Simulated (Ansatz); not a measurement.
## Fields on a plane of Hf (hcp, Mg type)

```
Hf
1.0
    3.20421     0.00000     0.00000
   -1.60210     2.77493     0.00000
    0.00000     0.00000     5.06906
Hf
2
Direct
  0.33333   0.66667   0.75000
  0.66667   0.33333   0.25000
```

The slice is a (0001) plane (indices of the conventional cell) through the point (0.667, 0.333, 0.250) (fractional), spanned by u = [110] and v = [1 -1 0] in vectors of this cell: u (3.20 Å) and v (5.55 Å, at 90° to u). It covers one period; positions are fractions (u, v).

Atoms on it: Hf at (0.00, 0.00); Hf at (0.50, 0.50).

Level of theory: PBE (plane waves to 420 eV, PAW, scalar-relativistic; Ansatz, a first-principles code). k mesh 17×17×9. These are valence fields of a PAW run, semicore shells included where kept as valence: close to a nucleus they are smooth pseudo fields. Hf is run without spin polarisation. Hf was relaxed with its symmetry unable to fall. Spin-orbit coupling is left out, though Hf is heavy.

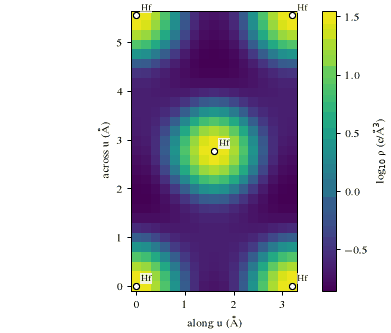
Fig. 1. Log₁₀ of the valence density in e/Å³, one period of the plane, atoms marked. The scale is logarithmic, as a density can span decades between atoms and voids.

```
|xxxxxxxxxx    ==**==    xxxxxxxx|
|xxxxxxxxxx  ..++**++..  xxxxxxxx|
|xxxxxxxxxx  --**##**--  xxxxxxxx|
|xxxxxxxx  ::++##%%##++::  xxxxxx|
|xx      ::==**##%%##**==::      |
|  ..::--++****######****++--::..|
|**********++++======++++********|
|%%%%%%##++--..      ..--++##%%%%|
|@@@@%%++::      xx      ::++%%@@|
|@@@@##--  xxxxxxxxxxxxxx  --##@@|
|@@%%++  xxxxxxxxxxxxxxxxxx  ++%%|
|##**::  xxxxxxxxxxxxxxxxxx  ::**|
|**++..  xxxxxxxxxxxxxxxxxx  ..++|
|**==    xxxxxxxxxxxxxxxxxx    ==|
|**==    xxxxxxxxxxxxxxxxxx    ==|
|**++..  xxxxxxxxxxxxxxxxxx  ..++|
|##**--  xxxxxxxxxxxxxxxxxx  --**|
|%%##++::  xxxxxxxxxxxxxx  ::++##|
|%%##**==::      xx      ::==**##|
|####****++--::..  ..::--++****##|
|====++++******************++++==|
|    ..--++##%%%%%%%%%%##++--..  |
|xx      ::++%%@@@@@@%%++::      |
|xxxxxxxx  --##@@@@@@##--  xxxxxx|
|xxxxxxxxxx  ++%%@@%%++  xxxxxxxx|
|xxxxxxxxxx  ::**##**::  xxxxxxxx|
|xxxxxxxxxx  ..++**++..  xxxxxxxx|
|xxxxxxxxxx    ==**==    xxxxxxxx|
```
Scale: ten equal steps from 1.00 (start of ' ') to 9.39 (end of '@'), in the order ' .:-=+*#%@'. Values: electrostatic potential energy of an electron, from the cell's mean, in eV. The map has 16 points along u (two characters each, u = 0 at the left) and 28 along v (v = 0 in the bottom row). Points within 1 Å of a nucleus are blanked (x), as the pseudised field means little there. Values under 1 eV are set to 1. The zero, the cell's mean, hangs on the PAW cores.

The density on the Hf–Hf line (3.20 Å) at its midpoint comes out as 0.19 e/Å³. The ELF at that point comes out as 0.29.
